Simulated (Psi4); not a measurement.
# GeH2F2 (difluorogermane): HSE06/cc-pVDZ

What is the energy change on altering one bond length of GeH2F2 (difluorogermane) at HSE06/cc-pVDZ? 

The calculation is run with Psi4 1.11.

## 1. Starting point

GeH2F2: 5 atoms, total charge 0, spin state singlet. As SMILES, `[F][GeH2][F]`. The shape is that of a PBE0-D4/def2-TZVP optimisation.

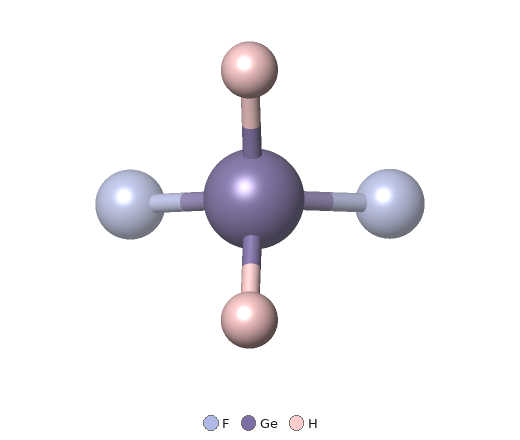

Viewed from a chosen angle; fluorine light blue, germanium purple, hydrogen pink.

## 2. Energy and forces at HSE06/cc-pVDZ

The input, job.py:

```python
import psi4

psi4.set_memory('1600 MB')
psi4.set_num_threads(1)
psi4.set_output_file('output.dat', False)

m = psi4.geometry("""
0 1
F     -0.572600     0.228500     1.525800
Ge     0.103000    -0.071300    -0.032200
F     -0.974500     0.694200    -1.139700
H      0.047300    -1.576200    -0.286700
H      1.446600     0.651000    -0.108600
units angstrom
symmetry c1
""")

options = {'basis': 'cc-pVDZ', 'puream': True, 'e_convergence': 1e-09, 'd_convergence': 1e-08, 'scf_type': 'pk', 'dft_radial_points': 99, 'dft_spherical_points': 590}
psi4.set_options(options)

E, wfn = psi4.gradient('hse06', molecule=m, return_wfn=True)
psi4.oeprop(wfn, 'LOWDIN_CHARGES', 'DIPOLE', 'WIBERG_LOWDIN_INDICES', title='HSE06')
print('gradient / Eh bohr^-1')
print(E.np.round(6))
print(f'energy = {wfn.energy():.10f} Eh')
for k, v in sorted(psi4.core.scalar_variables().items()):
    print(f'{k:45s} {v:18.10f}')
```

The run is started by

```
python job.py
```

output.dat:

```text
[...]
  Running in c1 symmetry.
[...]
  Nuclear repulsion =  222.041292592456301
[...]
  Multiplicity = 1
[...]
  Nalpha       = 26
  Nbeta        = 26
[...]
    Number of basis functions: 65
[...]
   @RKS iter   1: -2276.95759368140216   -3.15257e+00   1.64252e-02 DIIS/ADIIS
[...]
   @RKS iter  11: -2277.48076279426505    5.00222e-12   4.58109e-10 DIIS
[...]
    Orbital Energies [Eh]
    ---------------------
    Doubly Occupied:
       1A   -399.190539     2A    -49.998603     3A    -44.473405
       4A    -44.473070     5A    -44.472207     6A    -24.748960
       7A    -24.748950     8A     -6.356880     9A     -4.510640
      10A     -4.508728    11A     -4.505167    12A     -1.317300
      13A     -1.306902    14A     -1.296764    15A     -1.296627
      16A     -1.295956    17A     -1.175190    18A     -1.151227
      19A     -0.588679    20A     -0.455500    21A     -0.447130
      22A     -0.446747    23A     -0.400222    24A     -0.391511
      25A     -0.391160    26A     -0.347160
[...]
  @RKS Final Energy: -2277.48076279426505
   => Energetics <=
    Nuclear Repulsion Energy =            222.0412925924563012
    One-Electron Energy =               -3616.3176718856748266
    Two-Electron Energy =                1193.3749078485311657
    DFT Exchange-Correlation Energy =     -76.5792913495775593
    Empirical Dispersion Energy =           0.0000000000000000
    VV10 Nonlocal Energy =                  0.0000000000000000
    Total Energy =                      -2277.4807627942650470
[...]
  -Total Gradient:
     Atom            X                  Y                   Z
    ------   -----------------  -----------------  -----------------
       1        0.004972341494    -0.002143252831    -0.012288368368
       2       -0.011934184511     0.007232872548     0.003043763927
       3        0.008183281210    -0.005856154856     0.008925773836
       4       -0.000046134906     0.001435907285     0.000258768708
       5       -0.001303160378    -0.000591609034     0.000092980509
[...]
 Multipole Moments:
 ------------------------------------------------------------------------------------
     Multipole            Electronic (a.u.)      Nuclear  (a.u.)        Total (a.u.)
 ------------------------------------------------------------------------------------
 L = 1.  Multiply by 2.5417464519 to convert [e a0] to [Debye]
 Dipole X            :          0.6198802            0.2243122            0.8441923
 Dipole Y            :         -0.3766951           -0.1362931           -0.5129882
 Dipole Z            :         -0.1593966           -0.0575851           -0.2169817
 Magnitude           :                                                    1.0113845
[...]
```

On the terminal:

```text
gradient / Eh bohr^-1
[[ 4.9720e-03 -2.1430e-03 -1.2288e-02]
 [-1.1934e-02  7.2330e-03  3.0440e-03]
 [ 8.1830e-03 -5.8560e-03  8.9260e-03]
 [-4.6000e-05  1.4360e-03  2.5900e-04]
 [-1.3030e-03 -5.9200e-04  9.3000e-05]]
energy = -2277.4807627943 Eh
CURRENT ENERGY                                  -2277.4807627943
CURRENT REFERENCE ENERGY                        -2277.4807627943
DD SOLVATION ENERGY                                 0.0000000000
DFT FUNCTIONAL TOTAL ENERGY                     -2277.4807627943
DFT TOTAL ENERGY                                -2277.4807627943
DFT VV10 ENERGY                                     0.0000000000
DFT XC ENERGY                                     -76.5792913496
GRID ELECTRONS ALPHA                               25.9999975367
GRID ELECTRONS BETA                                25.9999975367
GRID ELECTRONS TOTAL                               51.9999950734
NUCLEAR REPULSION ENERGY                          222.0412925925
ONE-ELECTRON ENERGY                             -3616.3176718857
PCM POLARIZATION ENERGY                             0.0000000000
PE ENERGY                                           0.0000000000
SCF ITERATION ENERGY                            -2277.4807627943
SCF ITERATIONS                                     11.0000000000
SCF TOTAL ENERGY                                -2277.4807627943
TWO-ELECTRON ENERGY                              1193.3749078485
XC GRID RADIAL POINTS                              99.0000000000
XC GRID SPHERICAL POINTS                          590.0000000000
XC GRID TOTAL POINTS                           279668.0000000000
```

Wall time 42 s (1 thread of AMD EPYC 9R45 (Zen 5), shared host); peak memory 0.91 GiB.

## 3. The distorted shape: a single-point energy at HSE06/cc-pVDZ

The input, f2geh2.in:

```
memory 1.6 GB

molecule {
  0 1
  F
  Ge 1 1.724436
  F 2 1.724399 1 104.9681
  H 2 1.7564 3 107.915 1 114.89937
  H 2 1.527356 3 107.91574 1 -114.90322
  units angstrom
  symmetry c1
}

set {
  basis                cc-pVDZ
  puream               true
  e_convergence        1e-09
  d_convergence        1e-08
  scf_type             pk
  dft_radial_points    99
  dft_spherical_points 590
}

result, w = energy("hse06", return_wfn=True)
oeprop(w, "WIBERG_LOWDIN_INDICES", "LOWDIN_CHARGES", "DIPOLE", title="HSE06")
```

The run is started by

```
psi4 -n 1 f2geh2.in f2geh2.out
```

f2geh2.out:

```text
[...]
  Running in c1 symmetry.
[...]
  Nuclear repulsion =  220.345809268008168
[...]
  Multiplicity = 1
[...]
  Nalpha       = 26
  Nbeta        = 26
[...]
    Number of basis functions: 65
[...]
   @RKS iter   1: -2276.91450548827879   -3.20906e+00   1.65337e-02 ADIIS/DIIS
[...]
   @RKS iter  10: -2277.46858671814744   -1.63709e-11   8.90801e-09 DIIS
[...]
    Orbital Energies [Eh]
    ---------------------
    Doubly Occupied:
       1A   -399.199223     2A    -50.006080     3A    -44.480856
       4A    -44.480730     5A    -44.479972     6A    -24.753554
       7A    -24.753544     8A     -6.363097     9A     -4.516628
      10A     -4.514797    11A     -4.511552    12A     -1.322887
      13A     -1.312334    14A     -1.302698    15A     -1.301946
      16A     -1.301785    17A     -1.179092    18A     -1.155349
      19A     -0.583103    20A     -0.459118    21A     -0.450698
      22A     -0.440094    23A     -0.403843    24A     -0.395271
      25A     -0.390716    26A     -0.337144
[...]
  @RKS Final Energy: -2277.46858671814744
   => Energetics <=
    Nuclear Repulsion Energy =            220.3458092680081677
    One-Electron Energy =               -3612.7269815226886749
    Two-Electron Energy =                1191.4537642315513040
    DFT Exchange-Correlation Energy =     -76.5411786950181181
    Empirical Dispersion Energy =           0.0000000000000000
    VV10 Nonlocal Energy =                  0.0000000000000000
    Total Energy =                      -2277.4685867181474350
[...]
 Multipole Moments:
 ------------------------------------------------------------------------------------
     Multipole            Electronic (a.u.)      Nuclear  (a.u.)        Total (a.u.)
 ------------------------------------------------------------------------------------
 L = 1.  Multiply by 2.5417464519 to convert [e a0] to [Debye]
 Dipole X            :          0.3076814           -0.2017799            0.1059015
 Dipole Y            :          0.4464005            0.3068449            0.7532454
 Dipole Z            :          0.3428774            0.2355170            0.5783944
 Magnitude           :                                                    0.9555804
[...]
```

Wall time 18 s (1 thread of AMD EPYC 9R45 (Zen 5), shared host); peak memory 0.91 GiB.

## 4. Summary of results

At HSE06/cc-pVDZ:

| quantity | value |
| --- | --- |
| first shape: total energy | -2277.48076 Eh |
| first shape: dipole moment | 2.57 D |
| first shape: HOMO energy | -9.45 eV |
| first shape: LUMO energy | -0.07 eV |
| first shape: HOMO–LUMO gap | 9.38 eV |
| first shape: largest force on an atom | 0.734 eV/Å |
| distorted shape: total energy | -2277.46859 Eh |
| distorted shape: dipole moment | 2.43 D |
| distorted shape: HOMO energy | -9.17 eV |
| distorted shape: LUMO energy | -0.73 eV |
| distorted shape: HOMO–LUMO gap | 8.44 eV |
| energy change with the Ge2–H4 bond stretched from 1.527 to 1.756 Å | 0.331 eV |

In words: With the Ge2–H4 bond stretched from 1.527 to 1.756 Å the energy rises by 0.33 eV (32.0 kJ/mol). The first shape isn't relaxed at this level, so the change isn't measured from a minimum. The largest force (first shape) is 0.73 eV/Å: the shape isn't a stationary point for this species at this level.
